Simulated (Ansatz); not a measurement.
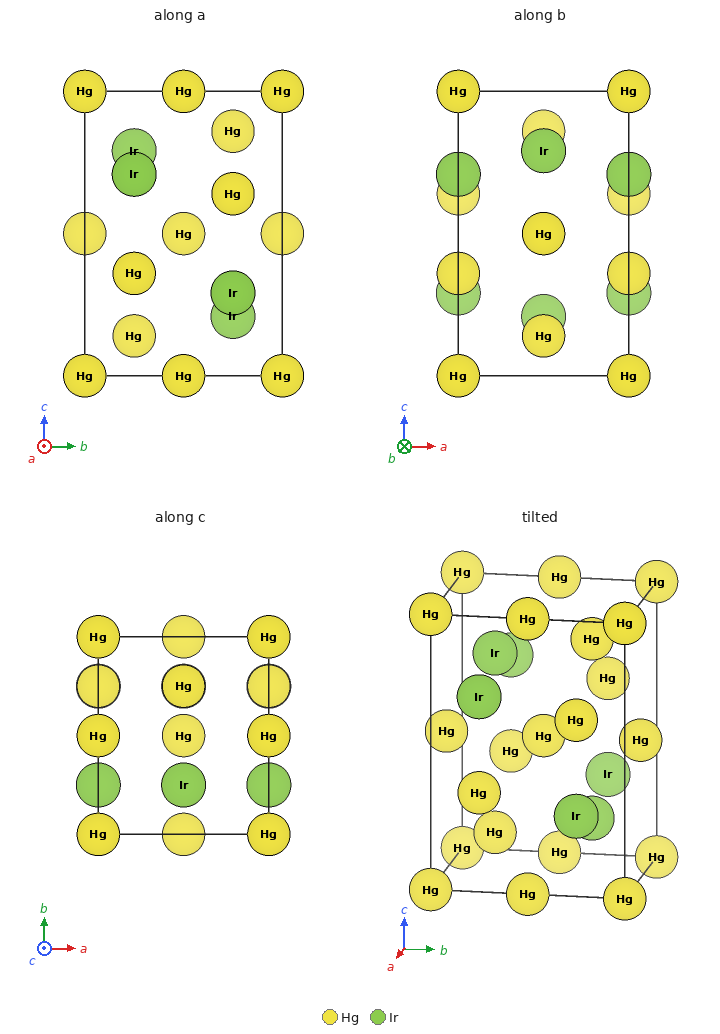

Spheres-only representation of a periodic structure, projected along the a axis, along the b axis, along the c axis and slightly off an axis. The wireframe shows the conventional unit cell.

Lattice parameters: a = 4.978 Å, b = 5.768 Å, c = 8.300 Å, α = 90.00°, β = 90.00°, γ = 90.00°.

**From the views, write a table of Wyckoff sites, with free fractional coordinates to two decimals.**

Space group Imma (No. 74).
```tsv
atom	site	x	y	z
Hg	4a	0.00	0.00	0.00
Hg	4e	0.50	0.25	0.14
Ir	4e	0.50	0.75	0.21
```

The initial geometry was a structure type filled with these elements by a generator (whether the compound takes this form wasn't checked). The picture shows the end point of a geometry optimisation with Ansatz 0.2.0, DFT PBE, scalar-relativistic, plane waves, PAW.
